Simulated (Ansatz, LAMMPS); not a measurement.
**Convergence of a linear-scaling basis for amorphous carbon (160 atoms)**

Wanted: errors and times of a linear-scaling basis for amorphous carbon (160 atoms). A setting counts as converged where the r.m.s. difference of forces stays under 1 % of the r.m.s. force.

Program: Ansatz 0.2.0. Level of theory: Kohn-Sham DFT, PBE, PAW (set soft_2), plane waves. Results are calculated unless marked as measured.

## (1) Set-up

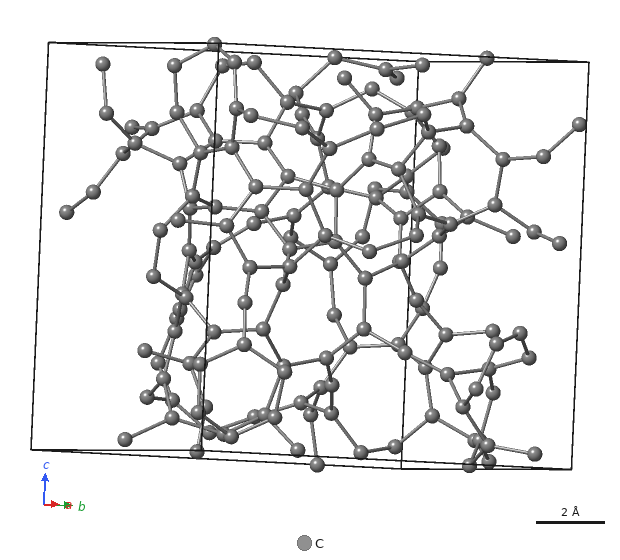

The starting structure, seen slightly off an axis (carbon grey). Some periodic images of atoms are drawn too.

The cell holds 160 atoms: 160 C. Cell: a = 12.112 Å, b = 12.112 Å, c = 12.112 Å, α = 90.0°, β = 90.0°, γ = 90.0°. 160 atoms (160 C) placed at random at 1.8 g/cm³, melted at 5500 K for 10 ps at fixed volume with the LCBOP (Los and Fasolino, Phys. Rev. B 68, 024107 (2003)). Quenched from 4800 K to 300 K at 500 K/ps and fixed volume, held 5 ps, then minimised at fixed cell.

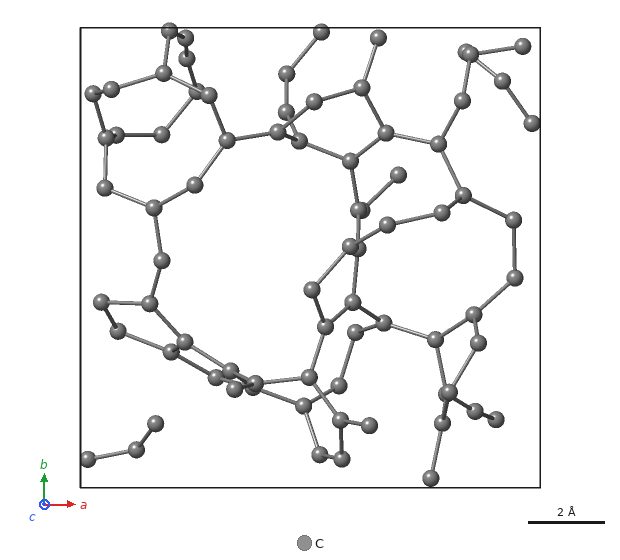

A slice 6 Å thick through the middle of the cell.

Before any run, some limits are plain. The quench rate of 500 K/ps is many orders above laboratory rates, so the cell is likely richer in defects and strain than a real sample. The starting topology of bonds comes from the classical model, and needn't be the one that DFT or experiment would give. The Brillouin zone is sampled at Γ only, in a cell whose shortest periodic width is 12 Å.

## (2) How the cell was made

A classical potential supplies the starting structure, since it reaches far longer times than DFT.

This step: classical MD, LCBOP (Los and Fasolino, Phys. Rev. B 68, 024107 (2003)) (LAMMPS 22 Jul 2025 - Update 4).

Input file in.lmp:

```
# melt-quench of C160
units metal
atom_style atomic
boundary p p p
region box block 0 12.1119 0 12.1119 0 12.1119
create_box 1 box
mass 1 12.0110   # C
create_atoms 1 random 160 197051 NULL overlap 1.61 maxtry 2000
pair_style lcbop
pair_coeff * * C.lcbop C
neigh_modify delay 0 every 1 check yes
thermo_style custom step time temp pe press density
thermo_modify norm yes
timestep 0.0005
thermo 100
min_style cg
minimize 1e-4 1e-4 200 2000
reset_timestep 0
velocity all create 5500 197052 mom yes dist gaussian
fix lim all nve/limit 0.05
fix lan all langevin 5500 5500 0.05 197053 zero yes
thermo 500
run 1000 post no
unfix lim
unfix lan
thermo 3333
fix md all nvt temp 5500 5500 0.05
run 20000 post no
unfix md
thermo 2000
fix md all nvt temp 5500 4800 0.05
run 6000 post no
unfix md
compute msd all msd com yes
# [... 11 lines left out ...]
thermo 5000
fix md all nvt temp 300 300 0.05
run 10000 post no
unfix md
thermo 100
min_style cg
minimize 0 1e-3 2000 20000
write_dump all custom glass.dump id type xs ys zs modify sort id
```

Started as:

```console
$ lmp -in in.lmp -log none -nocite
```

Numbers of over 12 decimals in the logs are rounded to 6 here.

Output:

```text
LAMMPS (22 Jul 2025 - Update 4)
Created orthogonal box = (0 0 0) to (12.1119 12.1119 12.1119)
Created 160 atoms
   Step          Time           Temp          PotEng         Press         Density
         0   0              0             -1.889047      -218459.19      1.7960209
        99   0.0495         0             -5.6913693      64329.226      1.7960209
Loop time of 0.249157 s on 1 core for 99 steps with 160 atoms
Minimization stats:
  Stopping criterion = energy tolerance
  Energy initial, next-to-last, final =
      -1.8890470405135  -5.69084254983336  -5.69136926927587
  Force two-norm initial, final = 120.59632 3.0878661
[... 48 lines left out ...]
     60000   30             306.0643      -6.7979727     -167569.66      1.7960209
     65000   32.5           311.8165      -6.7964245     -170457.52      1.7960209
Loop time of 12.5895 s on 1 core for 10000 steps with 160 atoms
   Step          Time           Temp          PotEng         Press         Density
     65000   32.5           311.8165      -6.7964245     -170457.52      1.7960209
     65066   32.533         311.8165      -6.8315439     -171599.11      1.7960209
Loop time of 0.190362 s on 1 core for 66 steps with 160 atoms
Minimization stats:
  Stopping criterion = force tolerance
  Energy initial, next-to-last, final =
     -6.79642446697477  -6.83154388358145  -6.83154388365065
  Force two-norm initial, final = 20.375537 0.00090175316
  Iterations, force evaluations = 66 132
```

Elapsed: 2.1 min, on 1 thread of Intel Xeon at 2.80GHz (Skylake/Cascade Lake), shared host; peak memory 0.32 GiB.

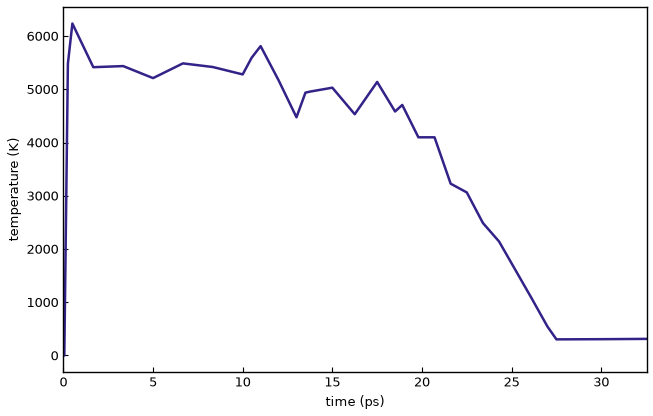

Temperature against time.

## (3) Plane-wave single point

This run is the reference for what follows, at a cutoff of 420 eV.

Input file input.yaml:

```yaml
crystal:
  lattice:
    - [12.1119, 0.0, 0.0]
    - [0.0, 12.1119, 0.0]
    - [0.0, 0.0, 12.1119]
  atoms:
    - { symbol: C, position: [0.61177, 0.86914, 0.6133] }
    - { symbol: C, position: [0.8496, 0.64455, 0.81167] }
    - { symbol: C, position: [0.41882, 0.32582, 0.05432] }
    - { symbol: C, position: [0.19723, 0.29479, 0.35868] }
    - { symbol: C, position: [0.96433, 0.75014, 0.18581] }
    - { symbol: C, position: [0.7618, 0.0201, 0.56576] }
    - { symbol: C, position: [0.90358, 0.14777, 0.26663] }
    - { symbol: C, position: [0.50342, 0.43006, 0.69241] }
    - { symbol: C, position: [0.81637, 0.13932, 0.8458] }
    - { symbol: C, position: [0.03909, 0.31491, 0.2279] }
    - { symbol: C, position: [0.81831, 0.76126, 0.83161] }
    - { symbol: C, position: [0.83864, 0.94698, 0.27137] }
    - { symbol: C, position: [0.99901, 0.23547, 0.80308] }
    - { symbol: C, position: [0.22866, 0.97738, 0.49243] }
    - { symbol: C, position: [0.19315, 0.51022, 0.10537] }
    - { symbol: C, position: [0.60299, 0.14128, 0.21981] }
    - { symbol: C, position: [0.25424, 0.61947, 0.79389] }
    - { symbol: C, position: [0.2117, 0.31138, 0.84767] }
    - { symbol: C, position: [0.36484, 0.08479, 0.02975] }
    - { symbol: C, position: [0.31518, 0.01983, 0.82774] }
    - { symbol: C, position: [0.15968, 0.60818, 0.60358] }
    - { symbol: C, position: [0.08189, 0.33997, 0.33887] }
    - { symbol: C, position: [0.94173, 0.58147, 0.5549] }
    - { symbol: C, position: [0.07776, 0.76624, 0.3668] }
    - { symbol: C, position: [0.83704, 0.84694, 0.05158] }
    - { symbol: C, position: [0.93853, 0.33936, 0.75694] }
    - { symbol: C, position: [0.22693, 0.31638, 0.47675] }
    - { symbol: C, position: [0.55001, 0.98331, 0.01782] }
    - { symbol: C, position: [0.80209, 0.2073, 0.65685] }
    - { symbol: C, position: [0.44065, 0.99333, 0.06996] }
    - { symbol: C, position: [0.59212, 0.40243, 0.51221] }
    - { symbol: C, position: [0.37513, 0.21787, 0.39375] }
    [... 122 atom lines left out ...]
    - { symbol: C, position: [0.577, 0.45434, 0.02118] }
    - { symbol: C, position: [0.25336, 0.86153, 0.29903] }
    - { symbol: C, position: [0.12098, 0.23319, 0.79999] }
    - { symbol: C, position: [0.71403, 0.78472, 0.8996] }
    - { symbol: C, position: [0.50823, 0.83899, 0.67401] }
    - { symbol: C, position: [0.66726, 0.57089, 0.74098] }
kpoints:
  mp_grid: { grid: [1, 1, 1] }
hamiltonian:
  xc: pbe
scf:
  occupations: { method: gaussian, width: 0.025 }
output:
  forces: true
  stress: true
  populations: true
  dos:
    method: { smearing: { sigma: 0.15 } }
    de: 0.1
    projected: { site_lists: { C: [C] } }
  eigenvalues: true
  write_density: true
  write_potential: true
  volumetric_format: npy
```

Started as:

```console
$ ansatz run input.yaml --threads 4 --pin off --max-ram 8192MiB --backend cpu --events-out ev --progress --plain --runs-dir out
```

Output:

```text
Engine: ansatz 0.2.0, x86_64-unknown-linux-gnu
Pseudopotentials: kind: paw
Pseudopotential: C, paw, valence charge 4, recommended cutoff 420 eV (normal), C.paw.azcp
[... 5 lines on functional and potentials left out ...]
Crystal: 160 atoms, lattice volume = 1776.793 Å³
Basis set: ecut = 420 eV, 34697 PW (Γ), exchange–correlation on 162×162×162 points (8 copies of the dense FFT grid, shifted against one another)
Bands: 480, of which v1, the nominal top of the filled ones, is band 320 counted from 1 (319 counted from 0)
Symmetry: 1 space group operations
Space group: P1 (ITA 1), of the structure as read, at distance tolerance 1.2e-4 Å
k-points: 1
[... 3 lines on functional and potentials left out ...]
Initial density: superposition of atomic densities (neutral atoms: chi_scale 0, normalization atom), corrected by the library's trained network
Initial wavefunctions: pseudopotential atomic-orbital guess
Functional: x = pbe(κ = 0.804, μ = 0.219515), c = pbe(β = 0.066725)
SCF iter   1: F=—  HF=-39977.782406 eV  |F-HF|=—  |Δ(HF+E_count)|=         —  Δρ=1.42e-2  dr2=6.02e0  ethr=1.77e-3  ⟨swp⟩=6.0  Hψ=2109  notcnv=0  defer=91
preconditioner: auto → LDOS  [insulator: Δε(μ)=0.032 eV  Ē_g=13.063 eV  σ=0.025 eV  W_gap=0.64  n_scr=364 (ndim 8)  ℏωp=22.3 eV  f_vac=0.134  D(μ)=59.61/eV (n_scr^D=460)  ε∞_Penn≈3.9  β→1.0]
SCF iter   2: F=—  HF=-39977.270909 eV  |F-HF|=—  |Δ(HF+E_count)|=   5.11e-1  Δρ=7.58e-3  dr2=1.67e0  ethr=9.41e-4  ⟨swp⟩=3.0  Hψ=806  notcnv=0  defer=145
SCF iter   3: F=—  HF=-39977.114344 eV  |F-HF|=—  |Δ(HF+E_count)|=   1.57e-1  Δρ=3.94e-3  dr2=5.10e-1  ethr=2.61e-4  ⟨swp⟩=2.0  Hψ=540  notcnv=0  defer=145
SCF iter   4: F=—  HF=-39977.094281 eV  |F-HF|=—  |Δ(HF+E_count)|=   2.01e-2  Δρ=2.80e-3  dr2=2.65e-1  ethr=7.97e-5  ⟨swp⟩=2.0  Hψ=589  notcnv=0  defer=145
SCF iter   5: F=—  HF=-39977.085033 eV  |F-HF|=—  |Δ(HF+E_count)|=   9.25e-3  Δρ=1.65e-3  dr2=8.87e-2  ethr=4.15e-5  ⟨swp⟩=2.0  Hψ=400  notcnv=0  defer=145
SCF iter   6: F=—  HF=-39977.083551 eV  |F-HF|=—  |Δ(HF+E_count)|=   1.48e-3  Δρ=8.33e-4  dr2=2.06e-2  ethr=1.39e-5  ⟨swp⟩=2.0  Hψ=401  notcnv=0  defer=145
SCF iter   7: F=—  HF=-39977.082907 eV  |F-HF|=—  |Δ(HF+E_count)|=   6.44e-4  Δρ=4.05e-4  dr2=4.83e-3  ethr=3.22e-6  ⟨swp⟩=2.0  Hψ=608  notcnv=0  defer=145
SCF iter   8: F=—  HF=-39977.082759 eV  |F-HF|=—  |Δ(HF+E_count)|=   1.48e-4  Δρ=1.77e-4  dr2=8.44e-4  ethr=7.55e-7  ⟨swp⟩=2.0  Hψ=401  notcnv=0  defer=145
SCF iter   9: F=—  HF=-39977.082727 eV  |F-HF|=—  |Δ(HF+E_count)|=   3.20e-5  Δρ=9.13e-5  dr2=2.19e-4  ethr=1.32e-7  ⟨swp⟩=2.0  Hψ=504  notcnv=0  defer=145
SCF iter  10: F=—  HF=-39977.082755 eV  |F-HF|=—  |Δ(HF+E_count)|=   2.83e-5  Δρ=4.99e-5  dr2=6.63e-5  ethr=3.43e-8  ⟨swp⟩=2.0  Hψ=575  notcnv=0  defer=145
SCF iter  11: F=—  HF=-39977.086256 eV  |F-HF|=—  |Δ(HF+E_count)|=   3.50e-3  Δρ=2.83e-5  dr2=2.35e-5  ethr=1.04e-8  ⟨swp⟩=2.0  Hψ=769  notcnv=0  defer=145
SCF iter  12: F=—  HF=-39977.086255 eV  |F-HF|=—  |Δ(HF+E_count)|=   1.07e-6  Δρ=1.60e-5  dr2=7.76e-6  ethr=3.67e-9  ⟨swp⟩=2.0  Hψ=412  notcnv=0  defer=145
SCF iter  13: F=—  HF=-39977.086255 eV  |F-HF|=—  |Δ(HF+E_count)|=   2.25e-7  Δρ=1.00e-5  dr2=3.01e-6  ethr=1.21e-9  ⟨swp⟩=2.0  Hψ=571  notcnv=0  defer=145
SCF iter  14: F=—  HF=-39977.086255 eV  |F-HF|=—  |Δ(HF+E_count)|=   1.46e-7  Δρ=6.54e-6  dr2=1.35e-6  ethr=4.70e-10  ⟨swp⟩=2.0  Hψ=573  notcnv=0  defer=145
SCF iter  15: F=—  HF=-39977.086255 eV  |F-HF|=—  |Δ(HF+E_count)|=   7.82e-8  Δρ=3.83e-6  dr2=4.44e-7  ethr=2.12e-10  ⟨swp⟩=2.0  Hψ=574  notcnv=0  defer=145
SCF iter  16: F=—  HF=-39977.086255 eV  |F-HF|=—  |Δ(HF+E_count)|=   2.46e-8  Δρ=2.19e-6  dr2=1.38e-7  ethr=6.93e-11  ⟨swp⟩=2.0  Hψ=494  notcnv=0  defer=145
SCF iter  17: F=-39977.086255 eV  HF=-39977.086255 eV  |F-HF|=2.23e-8  |Δ(HF+E_count)|=   1.12e-8  Δρ=1.03e-6  dr2=2.98e-8  ethr=1.56e-11  ⟨swp⟩=31.0  Hψ=4273  notcnv=0
SCF 1 converged in 17 iterations: F = -39977.086255 eV  dr2 = 2.98e-8
  greatest PAW one-centre occupation: 0.690 electrons in one spin orbital (limit 2), on the C atom at site 94 (counted from 0), in its partial waves of l = 0
WARN: The input density's exchange-correlation potential varies sharply where the density is thin. Do not read a vacuum level from v_tot or v_xc, or from such a field of the output density. On a cell that repeats whose density bears no net charge and no dipole along the vacuum's axis use v_es (v_loc + v_h of the components); [...]
SCF converged after 17 iterations
Free energy (F): -39977.086255 eV
Harris-Foulkes:  -39977.086255 eV  (|F-HF|=2.23e-8)
Internal energy: -39977.065728 eV  (E = F + TS)
E sigma→0 (E₀):  -39977.075991 eV
Entropy (-TS):   -0.020527 eV (-0.128 meV/atom)
Fermi energy:    4.460542 eV
--- Per-component energies (eV) ---
  E_band       = -2480.412145
  E_kinetic    = 13959.208661
  E_local      = -34190.226830  (includes V_loc(G=0)·N_el)
  E_nonlocal   = 4275.859643
  E_hartree    = 11873.391423
  E_xc         = -7492.433122
  E_vxc        = -9263.550616  (∫ρ·V_xc dr)
  E_paw        = -15830.546225  (= ΣΔE_a)
  E_vpaw       = -1008.485250  (= ΣTr[D̂ρ^β])
  E_aug_tail   = 0.001092  (compensation charges beyond the density's cutoff)
  E_ewald      = -12572.320369
  E_smearing   = -0.020527  (= −TS)
  E_closure    = -0.000000  (closes the sum)
  Σ components = -39977.086255   (vs F -39977.086255, Δ=0.00e0)
--- Forces (eV/Å), atoms counted from 1 ---
  atom   1  C      0.36238394     1.10037025    -0.32841005
  atom   2  C      2.77929926    -1.08143953     1.02590859
  atom   3  C     -0.82613160     0.96862362    -1.50060073
  atom   4  C      0.21453302     1.11901825     1.92682305
  atom   5  C      0.81885942     0.59371592    -1.26214229
  atom   6  C     -0.48749457    -1.82818240     0.02813392
  atom   7  C     -1.31407681    -0.59464674     1.55362531
  atom   8  C     -1.42864958    -0.31625321    -0.68837603
  atom   9  C     -1.52784455     0.68002449     1.42321793
  atom  10  C     -0.56845759    -0.77664980     1.45898197
  atom  11  C     -0.25829968    -1.08906567     1.19507968
  atom  12  C      0.37547340    -2.57837216     1.56906433
  atom  13  C     -0.82263080    -2.26409885     0.66315972
  atom  14  C     -0.25452482    -2.44383145    -4.84138613
[...]
atom 159  C     -0.95187251    -0.71111726    -2.53792032
  atom 160  C     -0.09386267    -0.05008489    -2.09551456
  max |Σ_I F_I| component: 3.84e-5 eV/Å
--- Stress (GPa, compression-positive) ---
      -15.363557      -2.038402       0.952108
       -2.038402     -16.083827      -0.589854
        0.952108      -0.589854     -18.225074
  P = ⅓ Tr σ = -16.5575 GPa (-165.575 kbar)
--- Band table (eV) ---
  k-point 0: bands = ["-14.4806", "-14.2924", "-14.0550", "-13.9121", [... 464 levels ...], "12.9882", "13.0120", "13.0427", "13.0698", "13.0972", "13.1710", "13.1827", "13.1945", "13.2319", "13.2944", "13.3449", "13.3690"]
--- Löwdin populations: 160 sites ---
  site symbol       q [e]
     0      C      3.9945
     1      C      3.9183
     2      C      3.9919
[...]
159      C      3.9563
  spilling = 0.009309 (of n_electrons = 640.000000)
```

The job ended after 85 s (4 threads of AMD EPYC 7R43, shared host; peak memory 2.4 GiB).

The program notes that the exchange-correlation potential is rough where the density is thin.

Read from the output:

- free energy: -39977.0863 eV
- free energy per atom: -249.8568 eV/atom
- SCF cycles: 17
- pressure: -16.56 GPa
- r.m.s. force component: 1.385 eV/Å
- longest force: 5.877 eV/Å
- Fermi energy: 4.461 eV
- levels partly filled by over 2 per cent: 2
- spilling of the projection: 0.009309

The r.m.s. force component of 1.4 eV/Å and the pressure of -17 GPa set the scale for the differences below.

## (4) Support functions low

With localised support functions most steps grow linearly with size, though the diagonalisation grows faster unless the density matrix is cut; this run measures error and cost at this size.

This step: Kohn-Sham DFT, PBE, PAW (set soft_2), localised support functions (low) (Ansatz 0.2.0).

input.yaml, the sections that differ from step 3:

```yaml
scf:
  occupations: { method: gaussian, width: 0.025 }
  eigensolver: { kind: { support_functions: { accuracy: low } } }
  max_iter: 150
output:
  forces: true
  eigenvalues: true
# crystal, kpoints, hamiltonian: as in step 3
```

Output:

```text
Warning: scf.eigensolver.kind.support_functions: disabling space-group detection — the functions' gradient is summed over unrotated k-points, so no spatial operation reduces the k-mesh or symmetrises the density; time reversal is kept, so that k and −k are solved as one point where they differ and the mesh holds both, and exact exchange and, on two spinor components, a DFT+U term hold to it where the run has them: [...]
settings of this run that can trade accuracy for cost: scf.eigensolver.kind.support_functions; scf.eigensolver.kind.support_functions.accuracy: low [...]
[...]
Crystal: 160 atoms, lattice volume = 1776.793 Å³
Basis set: ecut = 420 eV, 34697 PW (Γ), exchange–correlation on 162×162×162 points (8 copies of the dense FFT grid, shifted against one another)
Bands: 384, of which v1, the nominal top of the filled ones, is band 320 counted from 1 (319 counted from 0)
Symmetry: 1 space group operations
k-points: 1
[...]
SCF iter   1: F=—  HF=-39979.158646 eV  |F-HF|=—  |Δ(HF+E_count)|=         —  Δρ=8.39e-2  dr2=1.53e2  ethr=1.00e-1
[...]
SCF iter  20: F=—  HF=-39977.642630 eV  |F-HF|=—  |Δ(HF+E_count)|=   4.39e-4  Δρ=4.43e-5  dr2=9.45e-5  ethr=1.82e-8  κ⁻¹=1.0e-2(r=7)
SCF iter  21: F=-39977.643011 eV  HF=-39977.643027 eV  |F-HF|=1.63e-5  |Δ(HF+E_count)|=   3.97e-4  Δρ=2.23e-5  dr2=2.87e-5  ethr=1.48e-8
SCF 1 converged in 21 iterations: F = -39977.654162 eV  dr2 = 2.87e-5
[...]
SCF converged after 21 iterations
Stability not checked: this state was not tested for a lower state beside it, because the mixer in use, unlike msr1, does not test its closes by its own steps (another_mixer; see scf.mixing.algorithm and scf.lower_state_search)
Free energy (F): -39977.654162 eV
[...]
Internal energy: -39977.633722 eV  (E = F + TS)
E sigma→0 (E₀):  -39977.643942 eV
Entropy (-TS):   -0.020440 eV (-0.128 meV/atom)
Fermi energy:    4.460043 eV
[...]
Σ components = -39977.654162   (vs F -39977.654162, Δ=0.00e0)
--- Forces (eV/Å), atoms counted from 1 ---
  atom   1  C      0.36270445     1.10093157    -0.32857929
  atom   2  C      2.77750544    -1.08094403     1.02535298
  atom   3  C     -0.82744528     0.96779771    -1.50026537
  atom   4  C      0.21307827     1.11948901     1.92681477
[...]
atom 160  C     -0.09272913    -0.04975783    -2.09490104
  max |Σ_I F_I| component: 1.01e-2 eV/Å
--- Band table (eV) ---
[...]
```

Wall time 4.1 min (4 threads); peak memory 3.5 GiB; 16 min of CPU time.

The program notes that the band table was not solved further than the SCF left it and it switched symmetry off.

Keys that differ from the reference: support_functions.accuracy = "low" and scf.max_iter = 150.

Forces differ from the reference by 1.0 meV/Å r.m.s., 0.074 % of their size, well within a tolerance of 1 %; the energy by -3.5 meV/atom. It took 4.1 min and 21 cycles; the reference's time can't be set against it, since the two runs asked for unlike analyses.

## (5) Support functions medium

The cell is solved in localised support functions.

This step: Kohn-Sham DFT, PBE, PAW (set soft_2), localised support functions (medium) (Ansatz 0.2.0).

input.yaml, the sections that differ from step 4:

```yaml
scf:
  occupations: { method: gaussian, width: 0.025 }
  eigensolver: { kind: { support_functions: { accuracy: medium } } }
  max_iter: 150
# crystal, kpoints, hamiltonian, output: as in step 4
```

Output:

```text
[...]
Crystal: 160 atoms, lattice volume = 1776.793 Å³
Basis set: ecut = 420 eV, 34697 PW (Γ), exchange–correlation on 162×162×162 points (8 copies of the dense FFT grid, shifted against one another)
Bands: 384, of which v1, the nominal top of the filled ones, is band 320 counted from 1 (319 counted from 0)
Symmetry: 1 space group operations
k-points: 1
[...]
SCF iter   1: F=—  HF=-39979.154161 eV  |F-HF|=—  |Δ(HF+E_count)|=         —  Δρ=8.39e-2  dr2=1.53e2  ethr=1.00e-1
[...]
SCF iter  24: F=—  HF=-39977.643716 eV  |F-HF|=—  |Δ(HF+E_count)|=   3.46e-7  Δρ=1.13e-5  dr2=5.97e-6  ethr=8.53e-10  κ⁻¹=4.0e-3(r=7)
SCF iter  25: F=-39977.643715 eV  HF=-39977.643716 eV  |F-HF|=1.56e-6  |Δ(HF+E_count)|=   4.04e-7  Δρ=6.17e-6  dr2=2.67e-6  ethr=8.53e-10
SCF 1 converged in 25 iterations: F = -39977.654185 eV  dr2 = 2.67e-6
[...]
SCF converged after 25 iterations
[...]
Free energy (F): -39977.654185 eV
[...]
Internal energy: -39977.633702 eV  (E = F + TS)
E sigma→0 (E₀):  -39977.643943 eV
Entropy (-TS):   -0.020483 eV (-0.128 meV/atom)
Fermi energy:    4.460118 eV
[...]
Σ components = -39977.654185   (vs F -39977.654185, Δ=0.00e0)
--- Forces (eV/Å), atoms counted from 1 ---
  atom   1  C      0.36271155     1.10112343    -0.32868668
  atom   2  C      2.77760001    -1.08100746     1.02535411
  atom   3  C     -0.82772090     0.96764835    -1.50029299
  atom   4  C      0.21318319     1.11934994     1.92666726
[...]
atom 160  C     -0.09223356    -0.04984144    -2.09492145
  max |Σ_I F_I| component: 8.77e-3 eV/Å
--- Band table (eV) ---
[...]
```

The job ended after 4.4 min (4 threads; peak memory 3.5 GiB; 17 min of CPU time).

Keys that differ from the reference: support_functions.accuracy = "medium" and scf.max_iter = 150.

Forces differ from the reference by 1.0 meV/Å r.m.s., 0.072 % of their size, well within a tolerance of 1 %; the energy by -3.5 meV/atom. It took 4.4 min and 25 cycles; the reference's time can't be set against it, since the two runs asked for unlike analyses.

[end of part 1 of 3]

[Logs are printed without paths, hosts, clocks, repeated set-up lines and the standing remarks that a program may print on its own settings, such as how far it seeks lower states.]

[Hosts, paths, dates, database ids (printed as entryN), source tags and the programs' standing remarks are cut or masked in the printed files.]
